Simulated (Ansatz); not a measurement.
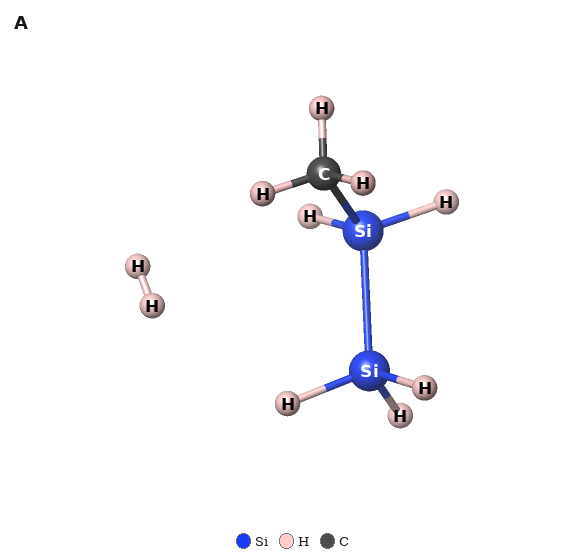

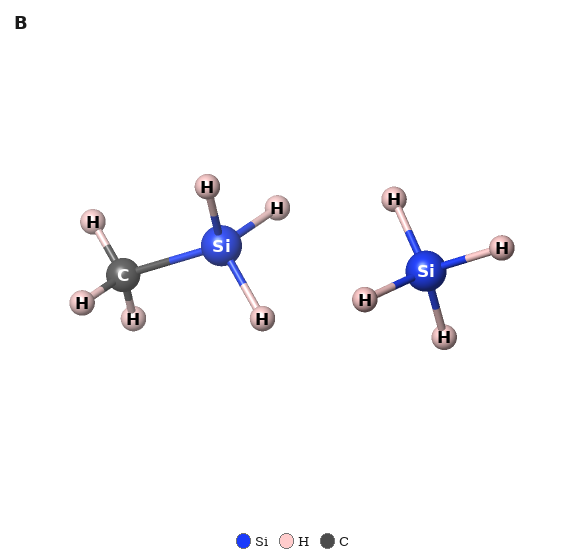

2 stationary structures of one formula. Geometries: PBE0-D4/def2-TZVP. Electronic energies: CCSD(T)/CBS (MP2 limit from def2-TZVPP and def2-QZVPP plus CCSD(T) − MP2) (Ansatz 0.2.0), without zero-point energy. No frequency run is at hand to confirm each as a minimum. Each is one conformer, not always the lowest.

Which structure is the most stable?

B is lowest (a minimum); A lies 22.4 kJ/mol above it.
